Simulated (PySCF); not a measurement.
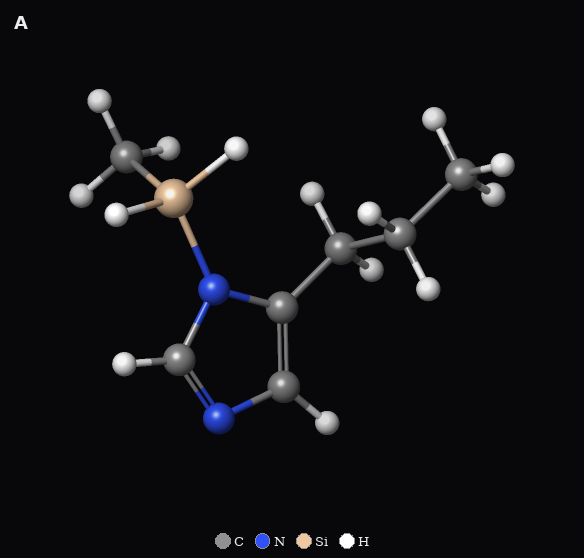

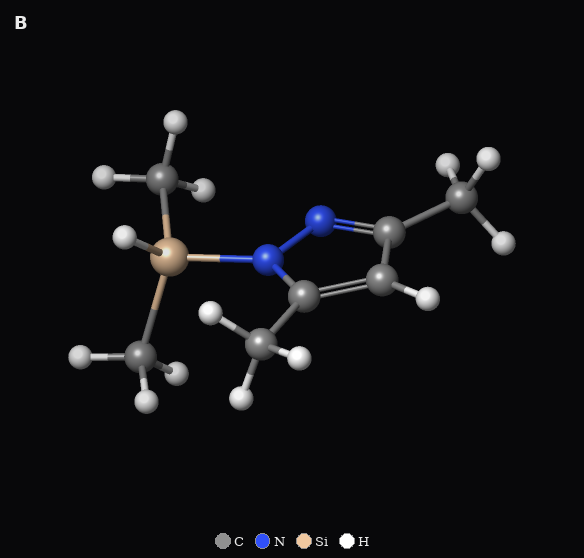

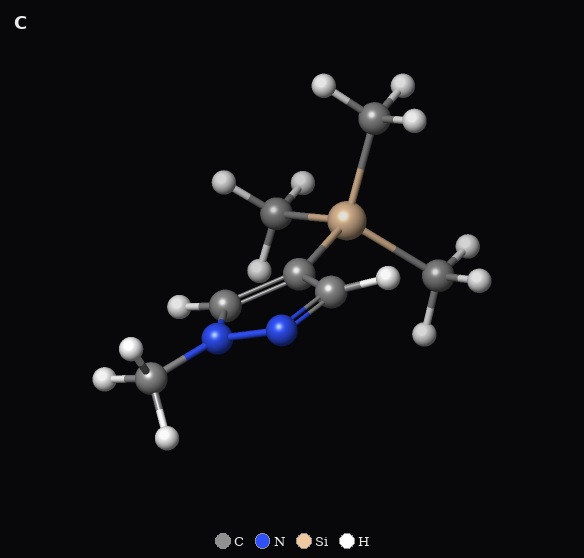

3 stationary structures of one formula. Geometries: GFN2-xTB. Electronic energies: PBE0/pcSseg-1 (PySCF 2.14.0), without zero-point energy. No frequency run is at hand to confirm each as a minimum. Each is one conformer, not always the lowest.

> Are they conformers, stereoisomers or constitutional isomers?

They are constitutional isomers of C7H14N2Si: A `CCCc1cncn1[SiH2]C`, B `Cc1cc(C)n([SiH](C)C)n1`, C `Cn1cc([Si](C)(C)C)cn1`.

> Which structure is the most stable?

B is lowest; A lies 21.0 kJ/mol above it, C lies 34.0 kJ/mol above it.

The geometry is semi-empirical. Around Si such bond lengths and angles can be off by a tenth of an ångström or more and by several degrees, and values that hang on the shape move with them.
